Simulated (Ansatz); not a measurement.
## PbI2 under a change: Pb → Si

Take PbI₂ in the CdI2 type structure (space group P-3m1, No. 164; a = 4.440 Å, c = 6.742 Å; layered) as the base.

Modification: full substitution Pb → Si, then cell and atoms are relaxed.

Level of theory: PBEsol-D3(BJ)/PAW in Ansatz (a program for electronic structure), scalar-relativistic without spin-orbit coupling, earlier PAW set. Γ-centred 9×9×5 mesh, Fermi–Dirac width 0.05 eV.

The volume per atom falls by 7.666 Å³ to 30.70 Å³ and the lattice parameter a shrinks by 38.94 pm, from 444.0 pm to 405.0 pm. The c/a ratio goes up by 0.0818, from 1.519 to 1.600 and the space group is still P-3m1 (No. 164). The shortest interatomic distance falls by 30.05 pm (318.4 pm → 288.4 pm) and the band gap falls by 0.67 eV (1.92 eV → 1.25 eV). The gap character stays direct at A and the electron mass goes from 0.78 mₑ along k, 0.21 mₑ across (at A) to 0.96 mₑ along k, 0.18 mₑ across (at A).

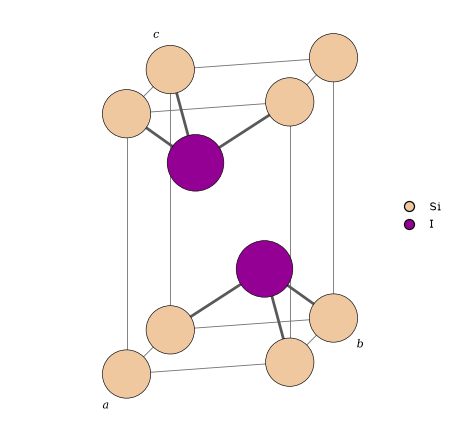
*The relaxed conventional cell after the change*

With I and Pb present, leaving out spin-orbit coupling can change the band edges. Masses are band curvatures over ±0.01 Å⁻¹ around the edge. Along k means along the line from Γ to the band edge. Whether these cells are dynamically stable was not tested. As relaxed here, SiI2 is a hypothetical phase, not in the database extracts checked.
